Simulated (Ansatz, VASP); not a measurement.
## ZnSe (Stilleite): VASP beside Ansatz

One calculation is typed for both programs; each brings its own data sets. How far apart do they land? Valence electrons are named where the data sets of a main pair hold unlike numbers.

Calculated with Ansatz 0.2.0; plane waves, with VASP 6.6.1 beside it; band structure at r2SCAN, spin-orbit coupling and single point at r2SCAN, spin-orbit coupling.

### Step 1. Set-up

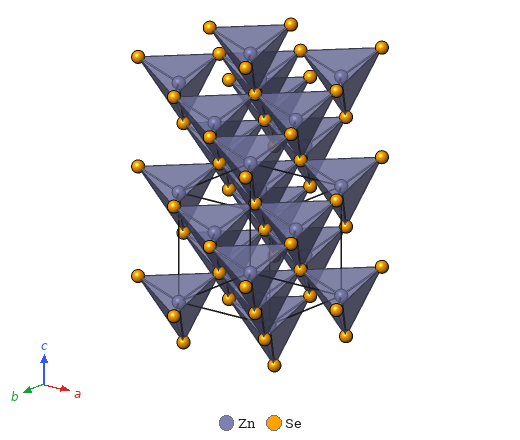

Start, viewed from a free direction; zinc blue, selenium orange. 1×1×2 cells are drawn. This picture shows the conventional cell, with its axes. Some periodic images of atoms are drawn too.

### Step 2. Ansatz: band structure, r2SCAN, spin-orbit coupling

Ansatz runs on its fully relativistic PAW (standard-fr) files.

The same path points are solved in both programs, so levels can be compared one by one.

Contents of input.yaml:

```yaml
crystal:
  lattice:
    - [0.0, 2.8338, 2.8338]
    - [2.8338, 0.0, 2.8338]
    - [2.8338, 2.8338, 0.0]
  atoms:
    - { symbol: Zn, position: [0.0, 0.0, 0.0] }
    - { symbol: Se, position: [0.25, 0.25, 0.25] }
hamiltonian:
  xc: r2scan
  pseudopotentials: { kind: paw_fr }
magnetization:
  noncollinear: true
  spin_orbit: true
kpoints:
  mp_grid: { grid: [6, 6, 6] }
  band_path:
    path:
      - [0.0, 0.0, 0.0]
      - [0.16667, 0.0, 0.16667]
      - [0.33333, 0.0, 0.33333]
      - [0.5, 0.0, 0.5]
      - [0.5, 0.08333, 0.58333]
      - [0.5, 0.18333, 0.68333]
      - [0.5, 0.25, 0.75]
      - [0.45, 0.3, 0.75]
      - [0.40833, 0.34167, 0.75]
      - [0.35, 0.35, 0.7]
      - [0.225, 0.225, 0.45]
      - [0.075, 0.075, 0.15]
      - [0.03333, 0.03333, 0.03333]
      - [0.23333, 0.23333, 0.23333]
      - [0.4, 0.4, 0.4]
      - [0.51667, 0.46667, 0.51667]
      - [0.55833, 0.38333, 0.55833]
      - [0.60833, 0.28333, 0.60833]
      - [0.60833, 0.25, 0.64167]
      - [0.55833, 0.25, 0.69167]
      - [0.51667, 0.25, 0.73333]
      - [0.5, 0.3, 0.7]
      - [0.5, 0.38333, 0.61667]
      - [0.5, 0.48333, 0.51667]
      - [0.475, 0.475, 0.55]
      - [0.425, 0.425, 0.65]
      - [0.38333, 0.38333, 0.73333]
      - [0.59167, 0.18333, 0.59167]
      - [0.55, 0.1, 0.55]
      - [0.5, 0.0, 0.5]
    npoints: 1
scf:
  occupations: { method: fermi_dirac, width: 0.05 }
  n_extra_bands: 14
output:
  forces: true
  stress: true
  eigenvalues: true
```

Command:

```sh
> ansatz run input.yaml --threads 2 --pin off --max-ram 4608MiB --backend cpu --events-out ev --progress --plain --runs-dir out
```

Numbers of over 12 decimals in the logs are rounded to 6 here.

What it wrote:

```text
scf.n_extra_bands = 14 over 28 filled bands (N_el = 28.0): the run solves 42 bands
Engine: ansatz 0.2.0, aarch64-unknown-linux-gnu
Pseudopotentials: kind: paw_fr
Pseudopotential: Zn, paw_fr, valence charge 12, recommended cutoff 500 eV (meta_gga), Zn.paw.azcp#standard-fr
Pseudopotential: Se, paw_fr, valence charge 16, recommended cutoff 500 eV (meta_gga), Se.paw.azcp#standard-fr
Functional definition: r2SCAN
  parameter k0 = 0.174
  parameter k1 = 0.065
  parameter a1 = 4.9479
  exchange = r2scan_x(k0 = k0, k1 = k1, a1 = a1)
  correlation = r2scan_c
non-collinear run that drives no moment, with spin-orbit: no starting moment large enough to seed its density (crystal.atoms[].spin), no starting occupations that ask for one, no magnetisation constraint and no magnetic field, so the semilocal B_xc is pinned to zero
Crystal: 2 atoms, lattice volume = 45.513 Å³
Basis set: ecut = 500 eV, 1139 PW (Γ), exchange–correlation on 120×120×120 points (64 copies of the dense FFT grid, shifted against one another)
Bands: 42, of which v1, the nominal top of the filled ones, is band 28 counted from 1 (27 counted from 0)
Symmetry: 24 space group operations + 24 with time reversal
Magnetic group: BNS 216.75 (UNI 1577), of the structure as read, at distance tolerance 3.6e-5 Å
k-points: 16 of 216 (time reversal used)
Projection manifold: j_resolved (fully-relativistic pseudo-atomic orbitals)
Non-local potential: Zn, projectors of the file, l = 0: 2, l = 1: 4, l = 2: 6, l = 3: 2
Non-local potential: Se, projectors of the file, l = 0: 2, l = 1: 4, l = 2: 6, l = 3: 2
PAW form: soft (Blöchl's): semilocal exchange-correlation on the pseudo side does not see the compensation charge
PAW frozen core: Zn, regenerated for the run's functional (the file was generated under x = pbe(κ = 0.804, μ = 0.219515), c = pbe(β = 0.066725))
PAW frozen core: Se, regenerated for the run's functional (the file was generated under x = pbe(κ = 0.804, μ = 0.219515), c = pbe(β = 0.066725))
PAW one-centre angular grid: Zn, 590 points (default); XC on 297 of its mesh's 2673 points in the sphere
PAW one-centre angular grid: Se, 590 points (default); XC on 265 of its mesh's 2701 points in the sphere
Initial density: superposition of atomic densities (chi_scale 0.1, normalization cell, long waves kept (reshape's long-wave potential 0.00 eV rms))
Initial wavefunctions: pseudopotential atomic-orbital guess
Functional: x = r2scan, c = r2scan; τ floored in thin density (d = 2e-4 eV/Å³)
SCF iter   1: F=—  HF=-8800.276792 eV  |F-HF|=—  |Δ(HF+E_count)|=         —  Δρ=6.48e-2  dr2=1.09e0  dr2_τ=1.01e-3  dr2_m=0.00e0 (ungated)  ethr=3.10e-3  |M|=0.00e0 ∫|m|=0.00e0 μB  |m|>n=0.0e0 m-floor=0.0e0 τ_xc=0.0e0  β_m=0.30  ⟨swp⟩=7.9  Hψ=4512  notcnv=0  defer=45
preconditioner: auto → none  [insulator: Δε(μ)=1.537 eV  Ē_g=16.323 eV  σ=0.050 eV  W_gap=1.00  n_scr=14 (ndim 8)  ℏωp=23.4 eV  f_vac=0.058  D(μ)=0.00/eV (n_scr^D=0)  ε∞_Penn≈3.0]
SCF iter   2: F=—  HF=-8800.003740 eV  |F-HF|=—  |Δ(HF+E_count)|=   2.73e-1  Δρ=2.76e-2  dr2=1.80e-1  dr2_τ=5.94e-4  dr2_m=0.00e0 (ungated)  ethr=3.10e-3  |M|=0.00e0 ∫|m|=0.00e0 μB  |m|>n=0.0e0 m-floor=0.0e0 τ_xc=0.0e0  β_m=0.37  ⟨swp⟩=2.1  Hψ=1158  notcnv=0  defer=124
SCF iter   3: F=—  HF=-8799.983397 eV  |F-HF|=—  |Δ(HF+E_count)|=   2.03e-2  Δρ=1.34e-2  dr2=4.18e-2  dr2_τ=1.00e-4  dr2_m=0.00e0 (ungated)  ethr=6.42e-4  |M|=0.00e0 ∫|m|=0.00e0 μB  |m|>n=0.0e0 m-floor=0.0e0 τ_xc=0.0e0  β_m=0.52  ⟨swp⟩=2.0  Hψ=872  notcnv=0  defer=124
SCF iter   4: F=—  HF=-8799.978710 eV  |F-HF|=—  |Δ(HF+E_count)|=   4.69e-3  Δρ=1.57e-3  dr2=7.21e-4  dr2_τ=7.85e-6  dr2_m=0.00e0 (ungated)  ethr=1.49e-4  |M|=0.00e0 ∫|m|=0.00e0 μB  |m|>n=0.0e0 m-floor=0.0e0 τ_xc=0.0e0  β_m=0.63  ⟨swp⟩=2.1  Hψ=938  notcnv=0  defer=124
SCF iter   5: F=—  HF=-8799.979095 eV  |F-HF|=—  |Δ(HF+E_count)|=   3.85e-4  Δρ=4.59e-4  dr2=1.16e-4  dr2_τ=1.84e-6  dr2_m=0.00e0 (ungated)  ethr=2.58e-6  |M|=0.00e0 ∫|m|=0.00e0 μB  |m|>n=0.0e0 m-floor=0.0e0 τ_xc=0.0e0  β_m=0.63  ⟨swp⟩=2.0  Hψ=1086  notcnv=0  defer=124
SCF iter   6: F=—  HF=-8799.979090 eV  |F-HF|=—  |Δ(HF+E_count)|=   5.00e-6  Δρ=8.43e-5  dr2=1.96e-6  dr2_τ=2.04e-8  dr2_m=0.00e0 (ungated)  ethr=4.16e-7  |M|=0.00e0 ∫|m|=0.00e0 μB  |m|>n=0.0e0 m-floor=0.0e0 τ_xc=0.0e0  β_m=0.63  ⟨swp⟩=2.0  Hψ=996  notcnv=0  defer=124
SCF iter   7: F=—  HF=-8799.979092 eV  |F-HF|=—  |Δ(HF+E_count)|=   1.19e-6  Δρ=1.46e-5  dr2=8.07e-8  dr2_τ=2.72e-10  dr2_m=0.00e0 (ungated)  ethr=3.57e-10  |M|=0.00e0 ∫|m|=0.00e0 μB  |m|>n=0.0e0 m-floor=0.0e0 τ_xc=0.0e0  β_m=0.73  ⟨swp⟩=9.1  Hψ=3756  notcnv=0
SCF iter   8: F=-8799.979092 eV  HF=-8799.979092 eV  |F-HF|=3.46e-11  |Δ(HF+E_count)|=   8.15e-9  Δρ=3.00e-6  dr2=1.89e-9  dr2_τ=1.60e-11  dr2_m=0.00e0 (ungated)  ethr=2.88e-10  |M|=0.00e0 ∫|m|=0.00e0 μB  |m|>n=0.0e0 m-floor=0.0e0 τ_xc=0.0e0  ⟨swp⟩=3.1  Hψ=2333  notcnv=0
SCF 1 converged in 8 iterations: F = -8799.979092 eV  dr2 = 1.89e-9
  greatest PAW one-centre occupation: 0.999 electrons in one spin orbital (limit 2), on the Se atom at site 1 (counted from 0), in its partial waves of l = 2
NSCF: frozen V_eff on 30 k-points
SCF converged after 8 iterations
Magnetization: |M| = 0.0000 μB,  M = (+0.0000, +0.0000, +0.0000) μB
Absolute magnetization: 0.0000 μB (∫|m|)
  site 0: m = (+0.0000, +0.0000, +0.0000) μB, |m| = 0.0000 μB  (R = 1.01 Å)
  site 1: m = (+0.0000, +0.0000, +0.0000) μB, |m| = 0.0000 μB  (R = 1.01 Å)
Free energy (F): -8799.979092 eV
Harris-Foulkes:  -8799.979092 eV  (|F-HF|=3.46e-11)
Internal energy: -8799.979092 eV  (E = F + TS)
E sigma→0 (E₀):  -8799.979092 eV
Fermi energy:    7.479800 eV
--- Per-component energies (eV) ---
  E_band       = -399.569646
  E_kinetic    = 249.628194
  E_local      = -4397.949541  (includes V_loc(G=0)·N_el)
  E_nonlocal   = 23.218272
  E_hartree    = 2040.568452
  E_xc         = -222.230085
  E_vxc        = -159.285241  (∫ρ·V_xc dr)
  E_paw        = -3770.352956  (= ΣΔE_a)
  E_vpaw       = -204.397136  (= ΣTr[D̂ρ^β])
  E_aug_tail   = -0.000232  (compensation charges beyond the density's cutoff)
  E_vtau       = 8.077915  (kinetic-family band-sum trace: ∫τ·v_τ [+ j·A + Jᵃ·Aᵃ] dr)
  E_ewald      = -2720.942845
  E_core_change = -1.918350  (= ΣΔE_core)
  E_smearing   = -0.000000  (= −TS)
  E_closure    = -0.000000  (closes the sum)
  Σ components = -8799.979092   (vs F -8799.979092, Δ=0.00e0)
--- Forces (eV/Å), atoms counted from 1 ---
  atom   1  Zn     0.00000000    -0.00000000    -0.00000000
  atom   2  Se    -0.00000000     0.00000000    -0.00000000
  max |Σ_I F_I| component: 1.69e-16 eV/Å
--- Stress (GPa, compression-positive) ---
       -0.052691       0.000000       0.000000
        0.000000      -0.052691       0.000000
       -0.000000       0.000000      -0.052691
  P = ⅓ Tr σ = -0.0527 GPa (-0.527 kbar)
--- Band table (eV; the first three rows and the last of 16) ---
  k-point 0: bands = [... 24 lower, 6.5912, 6.5912, 6.5912, 6.5912, 8.3326, 8.3326, 12.6923, 12.6923, ... 10 higher]
  k-point 1: bands = [... 24 lower, 6.0999, 6.0999, 6.3254, 6.3375, 9.5383, 9.5383, 12.8413, 12.8413, ... 10 higher]
  k-point 2: bands = [... 24 lower, 5.6627, 5.6627, 5.8833, 5.8952, 9.6656, 9.6656, 13.4151, 13.4151, ... 10 higher]
  k-point 15: bands = [... 24 lower, 3.6829, 3.8197, 3.9061, 3.9105, 11.2970, 11.3182, 11.6961, 11.7917, ... 10 higher]
```

Elapsed: 29 s, on 2 threads of Arm Neoverse N1, shared host; peak memory 0.61 GiB.

### Step 3. VASP: band structure, r2SCAN, spin-orbit coupling

The same cell, functional, mesh and smearing now go to VASP, with its own data sets.

Lines of VASP's logs that name or quote its potential files are left out, and so is its time.

Contents of INCAR:

```
SYSTEM = ZnSe
PREC = Accurate
ENCUT = 400
EDIFF = 1E-06
NELM = 100
ISMEAR = -1
SIGMA = 0.05
LREAL = .FALSE.
ALGO = Normal
METAGGA = R2SCAN
LASPH = .TRUE.
LNONCOLLINEAR = .TRUE.
MAGMOM = 0 0 0 0 0 0
NBANDS = 30
GGA_COMPAT = .FALSE.
LSORBIT = .TRUE.
LORBIT = 11
LWAVE = .FALSE.
LCHARG = .FALSE.
KPAR = 2
```

Contents of POSCAR:

```
ZnSe
1.0
    0.0000000000      2.8338000000      2.8338000000
    2.8338000000      0.0000000000      2.8338000000
    2.8338000000      2.8338000000      0.0000000000
Zn Se
1 1
Direct
    0.0000000000      0.0000000000      0.0000000000
    0.2500000000      0.2500000000      0.2500000000
```

Contents of KPOINTS:

```
Automatic mesh
0
Gamma
6 6 6
0 0 0
```

Contents of KPOINTS_OPT:

```
Line mode
16
Line-mode
Reciprocal
  0.00000000   0.00000000   0.00000000 GAMMA
  0.50000000   0.00000000   0.50000000 X

  0.50000000   0.00000000   0.50000000 X
  0.50000000   0.25000000   0.75000000 W

  0.50000000   0.25000000   0.75000000 W
  0.37500000   0.37500000   0.75000000 K

  0.37500000   0.37500000   0.75000000 K
  0.00000000   0.00000000   0.00000000 GAMMA

  0.00000000   0.00000000   0.00000000 GAMMA
  0.50000000   0.50000000   0.50000000 L

  0.50000000   0.50000000   0.50000000 L
  0.62500000   0.25000000   0.62500000 U

  0.62500000   0.25000000   0.62500000 U
  0.50000000   0.25000000   0.75000000 W

  0.50000000   0.25000000   0.75000000 W
  0.50000000   0.50000000   0.50000000 L

  0.50000000   0.50000000   0.50000000 L
  0.37500000   0.37500000   0.75000000 K

  0.62500000   0.25000000   0.62500000 U
  0.50000000   0.00000000   0.50000000 X
```

The projector-augmented-wave data sets are Zn and Se (PBE family, release 64).

Command:

```sh
> mpirun -np 2 vasp_ncl
```

What it wrote:

```text
[banner, memory and clock lines left out]
running    2 mpi-ranks, on    1 nodes
 distrk:  each k-point on    1 cores,    2 groups
 distr:  one band on    1 cores,    1 groups

 POSCAR found type information on POSCAR ZnSe
 POSCAR found :  2 types and       2 ions
|                                                                             |
|               ----> ADVICE to this user running VASP <----                  |
|                                                                             |
|     You enforced a specific xc type in the INCAR file but a different       |
|     [... a line on the potential file left out ...]
|     I HOPE YOU KNOW WHAT YOU ARE DOING!                                     |
|                                                                             |

 LDA part: xc-table for (None), standard interpolation
 POSCAR, INCAR and KPOINTS ok, starting setup
 FFT: planning ... GRIDC
 FFT: planning ... GRID_SOFT
 FFT: planning ... GRID
 WAVECAR not read
 entering main loop
       N       E                     dE             d eps       ncg     rms          rms(c)
DAV:   1     0.913084297882E+02    0.91308E+02   -0.71766E+03  1320   0.118E+03
DAV:   2    -0.165927680918E+02   -0.10790E+03   -0.10178E+03  1338   0.290E+02
DAV:   3    -0.275102720824E+02   -0.10918E+02   -0.10799E+02  1552   0.936E+01
DAV:   4    -0.277016836482E+02   -0.19141E+00   -0.19121E+00  1500   0.132E+01
DAV:   5    -0.277025330074E+02   -0.84936E-03   -0.84934E-03  1474   0.817E-01    0.505E+00
DAV:   6    -0.249257808739E+02    0.27768E+01   -0.13095E+00  1540   0.344E+01    0.466E+00
DAV:   7    -0.249012091280E+02    0.24572E-01   -0.39970E-01  1546   0.976E+00    0.219E+00
DAV:   8    -0.249164766479E+02   -0.15268E-01   -0.37520E-02  1448   0.191E+00    0.648E-01
DAV:   9    -0.249188403862E+02   -0.23637E-02   -0.30259E-03  1748   0.116E+00    0.219E-01
DAV:  10    -0.249189755203E+02   -0.13513E-03   -0.67748E-04  1446   0.268E-01    0.689E-02
DAV:  11    -0.249190228170E+02   -0.47297E-04   -0.16757E-04  1682   0.175E-01    0.428E-02
DAV:  12    -0.249189995120E+02    0.23305E-04   -0.13346E-04  1698   0.188E-01    0.263E-02
DAV:  13    -0.249189961410E+02    0.33709E-05   -0.35205E-05  1674   0.138E-01    0.367E-03
DAV:  14    -0.249190016061E+02   -0.54651E-05   -0.39211E-06  1616   0.369E-02    0.398E-03
DAV:  15    -0.249190004684E+02    0.11377E-05   -0.77559E-07   810   0.176E-02    0.111E-03
DAV:  16    -0.249190001307E+02    0.33773E-06   -0.99293E-08   768   0.302E-03
   1 F= -.24919000E+02 E0= -.24919000E+02  d E =-.673303E-09  mag=     0.0000    -0.0000     0.0000
 Start KPOINTS_OPT (optional k-point list driver)
k-point batch [1-22\160]
       N       E                     dE             ncg
DAV:   1     0.861672394610E+03   -0.64194E+04     1328
DAV:   2    -0.150822317587E+04   -0.23699E+04     1320
DAV:   3    -0.174405390567E+04   -0.23583E+03     1602
DAV:   4    -0.174799154366E+04   -0.39376E+01     1574
DAV:   5    -0.174800795747E+04   -0.16414E-01     1564
DAV:   6    -0.174800808798E+04   -0.13052E-03     1574
DAV:   7    -0.174800808949E+04   -0.15079E-05     1370
DAV:   8    -0.174800808956E+04   -0.70634E-07     1208
[...]
k-point batch [155-160\160]
       N       E                     dE             ncg
DAV:   1     0.881137109201E+04   -0.30753E+04      360
DAV:   2     0.816799018135E+04   -0.64338E+03      360
DAV:   3     0.810320413923E+04   -0.64786E+02      446
DAV:   4     0.810220572833E+04   -0.99841E+00      460
DAV:   5     0.810220193797E+04   -0.37904E-02      436
DAV:   6     0.810220190844E+04   -0.29532E-04      468
DAV:   7     0.810220190814E+04   -0.30297E-06      380
```

OUTCAR, selected parts (step 3):

```text
ion  position               nearest neighbor table
   1  0.000  0.000  0.000-   2 2.45   2 2.45   2 2.45   2 2.45
   2  0.250  0.250  0.250-   1 2.45   1 2.45   1 2.45   1 2.45

  LATTYP: Found a face centered cubic cell.
 ALAT       =     5.6676000000

 Subroutine GETGRP returns: Found 24 space group operations
 (whereof 24 operations were pure point group operations)

The static configuration has the point symmetry T_d .

 Found     22 irreducible k-points:

   k-points           NKPTS =     22   k-points in BZ     NKDIM =     22   number of bands    NBANDS=     30

   dimension x,y,z NGX =    28 NGY =   28 NGZ =   28
   dimension x,y,z NGXF=    56 NGYF=   56 NGZF=   56

   ENCUT  =  400.0 eV  29.40 Ry    5.42 a.u.   6.54  6.54  6.54*2*pi/ulx,y,z

   NELECT =      18.0000    total number of electrons

 k-points in reciprocal lattice and weights: Automatic mesh
   0.00000000  0.00000000  0.00000000       0.005
   0.16666667  0.00000000  0.00000000       0.019
  -0.16666667  0.00000000  0.00000000       0.019
   0.33333333  0.00000000  0.00000000       0.019
  -0.33333333  0.00000000  0.00000000       0.019
   0.50000000  0.00000000  0.00000000       0.019
   0.16666667  0.16666667  0.00000000       0.028
   0.33333333  0.16666667  0.00000000       0.056
  -0.33333333 -0.16666667  0.00000000       0.056
[...]
-0.33333333  0.33333333  0.16666667       0.111
  -0.33333333  0.50000000  0.16666667       0.056

 average (electrostatic) potential at core
       1 -42.6556       2 -60.4074

 E-fermi :   2.3119

 k-point     1 :       0.0000    0.0000    0.0000
  band No.  band energies     occupation
    ...
     14       1.0532      1.00000
     15       1.4246      1.00000
     16       1.4246      1.00000
     17       1.4246      1.00000
     18       1.4246      1.00000
     19       3.1654      0.00000
     20       3.1654      0.00000
     21       7.5195      0.00000
     22       7.5195      0.00000
     23       7.6599      0.00000
    ...

 k-point     2 :       0.1667    0.0000    0.0000
  band No.  band energies     occupation
    ...
     14      -0.5632      1.00000
     15       0.9336      1.00000
     16       0.9336      1.00000
     17       1.1589      1.00000
     18       1.1711      1.00000
     19       4.3727      0.00000
     20       4.3727      0.00000
     21       7.6723      0.00000
     22       7.6723      0.00000
     23       7.9789      0.00000
    ...

 k-point     3 :      -0.1667    0.0000    0.0000
  band No.  band energies     occupation
    ...
     14      -0.5632      1.00000
     15       0.9336      1.00000
     16       0.9336      1.00000
     17       1.1589      1.00000
     18       1.1711      1.00000
     19       4.3727      0.00000
     20       4.3727      0.00000
     21       7.6723      0.00000
     22       7.6723      0.00000
     23       7.9789      0.00000
    ...

  Total       -0.0825306     -0.0825306     -0.0825306     -0.0000000      0.0000000     -0.0000000
  in kB       -2.9052798     -2.9052798     -2.9052798     -0.0000000      0.0000000     -0.0000000
  external PRESSURE =      -2.9052798 kB  Pullay stress =       0.0000000 kB

  energy-cutoff  :      400.00
  volume of cell :       45.51
      direct lattice vectors                 reciprocal lattice vectors
     0.000000000  2.833800000  2.833800000    -0.176441527  0.176441527  0.176441527
     2.833800000  0.000000000  2.833800000     0.176441527 -0.176441527  0.176441527
     2.833800000  2.833800000  0.000000000     0.176441527  0.176441527 -0.176441527

 POSITION                                       TOTAL-FORCE (eV/Angst)
 -----------------------------------------------------------------------------------
      0.00000      0.00000      0.00000        -0.000000     -0.000000      0.000000
      1.41690      1.41690      1.41690         0.000000      0.000000     -0.000000
 -----------------------------------------------------------------------------------
    total drift:                                0.000001      0.000001      0.000001

  FREE ENERGIE OF THE ION-ELECTRON SYSTEM (eV)
  ---------------------------------------------------
  free  energy   TOTEN  =       -24.9190001307 eV

  energy  without entropy=      -24.9190001300  energy(sigma->0) =      -24.91900013

 Spin-Orbit-Coupling matrix elements
 Ion:    1  E_soc:     -0.0082065
 Ion:    2  E_soc:     -0.0343729

 total charge
# of ion       s       p       d       tot
------------------------------------------
    1        0.511   0.443   9.802  10.756
    2        1.430   2.485   0.030   3.944
--------------------------------------------------
tot          1.941   2.928   9.832  14.701

 magnetization (x)
# of ion       s       p       d       tot
------------------------------------------
    1       -0.000   0.000   0.000   0.000
    2        0.000   0.000  -0.000  -0.000
--------------------------------------------------
tot         -0.000   0.000  -0.000   0.000

 magnetization (y)
# of ion       s       p       d       tot
------------------------------------------
    1        0.000   0.000   0.000   0.000
    2        0.000  -0.000  -0.000  -0.000
--------------------------------------------------
tot          0.000   0.000  -0.000   0.000

 magnetization (z)
# of ion       s       p       d       tot
------------------------------------------
    1       -0.000   0.000  -0.000  -0.000
    2       -0.000  -0.000  -0.000  -0.000
--------------------------------------------------
tot         -0.000  -0.000  -0.000  -0.000

[... 3 further parts left out ...]
```

The PAW data sets were made with PBE, which is usual practice but a small mismatch for other functionals.

(Continued in part 2 of 2.)

[Lines on the potential files, build, host, timing and source positions are cut from VASP's logs without a mark.]

[Logs are printed without paths, hosts, clocks, repeated set-up lines and the standing remarks that a program may print on its own settings, such as how far it seeks lower states.]

[Hosts, paths, dates, database ids (printed as entryN), source tags and the programs' standing remarks are cut or masked in the printed files.]
